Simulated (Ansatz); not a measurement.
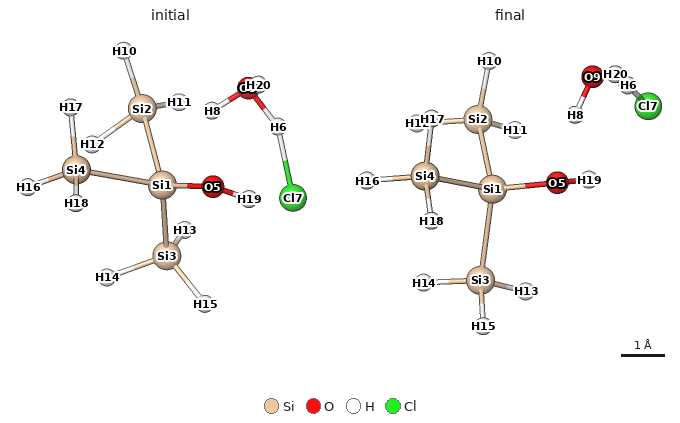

The structure of Si4H13O2Cl (started from a transition state, displaced along its imaginary mode) before (left) and after (right) a relaxation, at one scale.

A ball-and-stick model, seen at a tilt.

Method: RKS PBE0-D4/def2-TZVP in Ansatz.

Input file:
```yaml
crystal:
  periodic: [false, false, false]
  atoms:
    - {symbol: Si, position_ang: [-0.403648, -0.037694, -0.553378]}
    - {symbol: Si, position_ang: [1.129697, -0.858822, 1.178118]}
    - {symbol: Si, position_ang: [-2.192620, 0.149598, 0.948371]}
    - {symbol: Si, position_ang: [-0.175805, -1.976688, -1.833954]}
    - {symbol: O, position_ang: [-0.175150, 1.223953, -1.605618]}
    - {symbol: H, position_ang: [1.201037, 2.395675, 0.467489]}
    - {symbol: Cl, position_ang: [-0.442451, 2.926824, 0.776593]}
    - {symbol: H, position_ang: [1.392147, 0.837007, 0.256729]}
    - {symbol: O, position_ang: [2.033752, 1.623961, 0.196780]}
    - {symbol: H, position_ang: [2.459200, -1.427573, 0.801058]}
    - {symbol: H, position_ang: [1.253391, -0.124483, 2.481082]}
    - {symbol: H, position_ang: [0.134343, -1.928582, 1.265539]}
    - {symbol: H, position_ang: [-1.685349, 0.379086, 2.333461]}
    - {symbol: H, position_ang: [-2.878017, -1.178811, 0.933972]}
    - {symbol: H, position_ang: [-3.146982, 1.205322, 0.507627]}
    - {symbol: H, position_ang: [-0.804424, -3.116327, -1.117158]}
    - {symbol: H, position_ang: [1.276164, -2.275821, -2.022116]}
    - {symbol: H, position_ang: [-0.814091, -1.790456, -3.163532]}
    - {symbol: H, position_ang: [-0.402314, 2.059407, -1.146906]}
    - {symbol: H, position_ang: [2.241120, 1.914624, -0.703756]}
basis:
  gaussian: {orbitals: def2-TZVP}
hamiltonian: {xc: pbe0, dispersion: d4}
relax: {f_tol: 0.005, max_steps: 200}
```

Launched with:
```bash
ansatz run in.yaml --threads 4 --pin off --events-out ev --progress --plain --max-ram 46080MiB --backend cuda --devices 0, --max-vram 37GiB
```

Summarise the run.

Cl7 moves most after the best rigid fit: 2.21 Å. By element the largest moves are Cl 2.21 Å, H 1.70 Å, O 1.42 Å, Si 0.85 Å. Near-neighbour distances that change, for instance: Si3–Cl7 3.287 → 5.637 Å, Si2–H8 1.948 → 3.970 Å, Si1–Cl7 3.249 → 4.223 Å, Si1–H8 2.156 → 3.044 Å. Bonds break: H6–O9 (1.17 → 1.64 Å). Bond angles that change, for instance: Si1–Si2–H12 82.1° → 107.3°, Si2–Si1–O5 128.0° → 111.8°, Si2–Si1–Si3 93.0° → 108.8°. Groups turn about Si1–Si3 by about 50°, Si1–O5 by about 30°, Si1–Si4 by about 20°. After 77 accepted moves (81 points after the start) the energy has fallen by 32.6 kcal/mol. The largest force component goes from 2.7 to 0.0025 eV/Å. The line search rejected the trial steps at points 13, 35, 53, 73 of the run. The forces were under the threshold at step 77, but the run went on from there.
